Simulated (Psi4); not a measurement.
# GaH2S2F (SMILES [F][Ga]([SH])[SH]): a chain of runs

Aim: a single-point energy (r2SCAN-D4/def2-TZVPP), then a single-point energy (wB97M-V/def2-TZVPP) of GaH2S2F. 

The calculation is run with Psi4 1.11.

## Step 1: The structure to begin with

The species is GaH2S2F (6 atoms), meant as a singlet with charge 0. As SMILES, `[F][Ga]([SH])[SH]`.

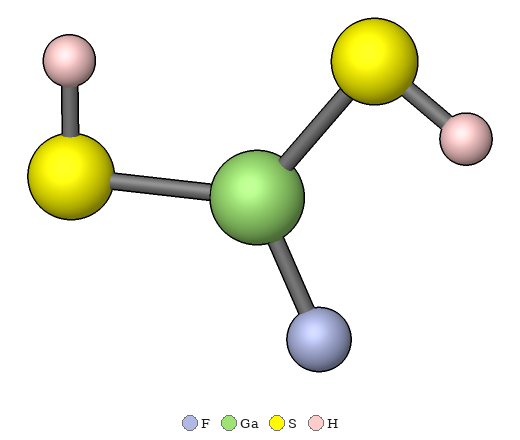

Viewed from a chosen angle; fluorine light blue, gallium green, sulfur yellow, hydrogen pink.

## Step 2: A single-point energy at r2SCAN-D4/def2-TZVPP (density fitting) (run 5)

The input, job.inp:

```
memory 3.3 GB

molecule system {
  0 1
  F     -0.624480    -1.920280     0.663490
  Ga    -0.268490    -0.304630     0.091670
  S      1.818110     0.326760     0.195810
  S     -1.961460     0.852040    -0.645740
  H      2.192480    -0.853740     0.720740
  H     -1.191370     1.916270    -0.932150
  symmetry c1
}

set basis def2-TZVPP
set reference rks
set scf_type df
set dft_radial_points 99
set dft_spherical_points 590

energy('r2scan-d4')
```

Started as:

```sh
$ psi4 -n 2 job.inp job.out
```

job.out:

```text
[...]
  Running in c1 symmetry.
[...]
  Nuclear repulsion =  437.424844913161792
[...]
  Multiplicity = 1
[...]
  Nalpha       = 37
  Nbeta        = 37
[...]
    Number of basis functions: 191
[...]
   @DF-RKS iter   1: -2820.04561464633662   -8.90348e-01   1.81582e-02 DIIS/ADIIS
[...]
   @DF-RKS iter  11: -2822.37988114820655   -2.90534e-08   4.72597e-07 DIIS
[...]
    Orbital Energies [Eh]
    ---------------------
    Doubly Occupied:
       1A   -372.026346     2A    -88.556766     3A    -88.555752
       4A    -45.772158     5A    -40.496535     6A    -40.492927
       7A    -40.492467     8A    -24.448504     9A     -7.870873
      10A     -7.870006    11A     -5.815329    12A     -5.814428
      13A     -5.812692    14A     -5.811776    15A     -5.808457
      16A     -5.807647    17A     -5.483172    18A     -3.752998
      19A     -3.744656    20A     -3.744177    21A     -1.098425
      22A     -0.803516    23A     -0.797748    24A     -0.794546
      25A     -0.794203    26A     -0.788710    27A     -0.707162
      28A     -0.697257    29A     -0.447527    30A     -0.409281
      31A     -0.393262    32A     -0.356002    33A     -0.354627
      34A     -0.341602    35A     -0.301268    36A     -0.276614
[...]
  @DF-RKS Final Energy: -2822.37988114820655
   => Energetics <=
    Nuclear Repulsion Energy =            437.4248449131617917
    One-Electron Energy =               -4797.7812749634285865
    Two-Electron Energy =                1675.6426062431992250
    DFT Exchange-Correlation Energy =    -137.6647318274934548
    Empirical Dispersion Energy =          -0.0013255136456621
    VV10 Nonlocal Energy =                  0.0000000000000000
    Total Energy =                      -2822.3798811482065503
[...]
 Multipole Moments:
 ------------------------------------------------------------------------------------
     Multipole            Electronic (a.u.)      Nuclear  (a.u.)        Total (a.u.)
 ------------------------------------------------------------------------------------
 L = 1.  Multiply by 2.5417464519 to convert [e a0] to [Debye]
 Dipole X            :         -1.6869469            2.0544545            0.3675076
 Dipole Y            :         -3.6081939            4.1558339            0.5476400
 Dipole Z            :          1.1274814           -1.2795688           -0.1520874
 Magnitude           :                                                    0.6768324
[...]
```

It took 41 s on 2 threads of Intel Xeon Platinum 8259CL at 2.50GHz (Skylake/Cascade Lake), shared host; peak memory 1.9 GiB.

## Step 3: The energy at wB97M-V/def2-TZVPP (density fitting) (run 8)

The input, input.in:

```
memory 3.3 GB

molecule geom {
  0 1
  F
  Ga 1 R2
  S 2 R3 1 A3
  S 2 R4 1 A4 3 D4
  H 3 R5 2 A5 1 D5
  H 4 R6 2 A6 1 D6

  R2 = 1.750438
  R3 = 2.182521
  A3 = 116.47864
  R4 = 2.178946
  A4 = 116.26377
  D4 = 179.98999
  R5 = 1.345097
  A5 = 91.76599
  D5 = -0.01524
  R6 = 1.344491
  A6 = 92.70829
  D6 = 179.99812
  symmetry c1
}

set basis def2-TZVPP
set reference rks
set scf_type df
set dft_radial_points 99
set dft_spherical_points 590
set dft_vv10_postscf true

result, w = energy("wb97m-v", return_wfn=True)
print_variables()
```

Started as:

```sh
$ psi4 -i input.in -o input.out -n 2
```

input.out:

```text
[...]
  Running in c1 symmetry.
[...]
  Nuclear repulsion =  437.424831755226251
[...]
  Multiplicity = 1
[...]
  Nalpha       = 37
  Nbeta        = 37
[...]
    Number of basis functions: 191
[...]
   @DF-RKS iter   1: -2820.60925723796618   -1.74871e+00   1.71363e-02 DIIS/ADIIS
[...]
   @DF-RKS iter  10: -2822.61494585065202   -1.66325e-07   6.03690e-07 DIIS
[...]
    Orbital Energies [Eh]
    ---------------------
    Doubly Occupied:
       1A   -373.181726     2A    -89.206672     3A    -89.205596
       4A    -46.238604     5A    -40.880380     6A    -40.876529
       7A    -40.876117     8A    -24.864089     9A     -8.136618
      10A     -8.135700    11A     -6.045560    12A     -6.044603
      13A     -6.043234    14A     -6.042298    15A     -6.039484
      16A     -6.038622    17A     -5.722166    18A     -3.976013
      19A     -3.967987    20A     -3.967583    21A     -1.274497
      22A     -1.004577    23A     -0.999303    24A     -0.998873
      25A     -0.998785    26A     -0.991765    27A     -0.865451
      28A     -0.853121    29A     -0.590952    30A     -0.533700
      31A     -0.526776    32A     -0.510408    33A     -0.502404
      34A     -0.464713    35A     -0.412933    36A     -0.396756
[...]
  @DF-RKS Final Energy: -2822.30954217271255
   => Energetics <=
    Nuclear Repulsion Energy =            437.4248317552262506
    One-Electron Energy =               -4797.3956511511851204
    Two-Electron Energy =                1644.9351095643169174
    DFT Exchange-Correlation Energy =    -107.5800565751149804
    Empirical Dispersion Energy =           0.0000000000000000
    VV10 Nonlocal Energy =                  0.3062242340445765
    Total Energy =                      -2822.3095421727120993
[...]
 Multipole Moments:
 ------------------------------------------------------------------------------------
     Multipole            Electronic (a.u.)      Nuclear  (a.u.)        Total (a.u.)
 ------------------------------------------------------------------------------------
 L = 1.  Multiply by 2.5417464519 to convert [e a0] to [Debye]
 Dipole X            :         -0.0004586            0.0002532           -0.0002054
 Dipole Y            :          0.9069239           -1.1422698           -0.2353459
 Dipole Z            :         -4.0374150            4.6716441            0.6342292
 Magnitude           :                                                    0.6764868
[...]
```

Run time: 50 s. Hardware: 2 threads of Intel Xeon Platinum 8259CL at 2.50GHz (Skylake/Cascade Lake), shared host; peak memory 2.2 GiB.

## Step 4: Outcome

| quantity | value |
| --- | --- |
| run 5, r2SCAN-D4/def2-TZVPP: total energy | -2822.37988 Eh |
| run 5, r2SCAN-D4/def2-TZVPP: dipole moment | 1.72 D |
| run 5, r2SCAN-D4/def2-TZVPP: HOMO energy | -7.04 eV |
| run 5, r2SCAN-D4/def2-TZVPP: LUMO energy | -1.84 eV |
| run 5, r2SCAN-D4/def2-TZVPP: HOMO–LUMO gap | 5.20 eV |
| run 5, r2SCAN-D4/def2-TZVPP: dispersion energy | -3.48 kJ/mol |
| run 8, wB97M-V/def2-TZVPP: total energy | -2822.30954 Eh |
| run 8, wB97M-V/def2-TZVPP: dipole moment | 1.72 D |
| run 8, wB97M-V/def2-TZVPP: HOMO energy | -10.19 eV |
| run 8, wB97M-V/def2-TZVPP: LUMO energy | 0.65 eV |
| run 8, wB97M-V/def2-TZVPP: HOMO–LUMO gap | 10.84 eV |
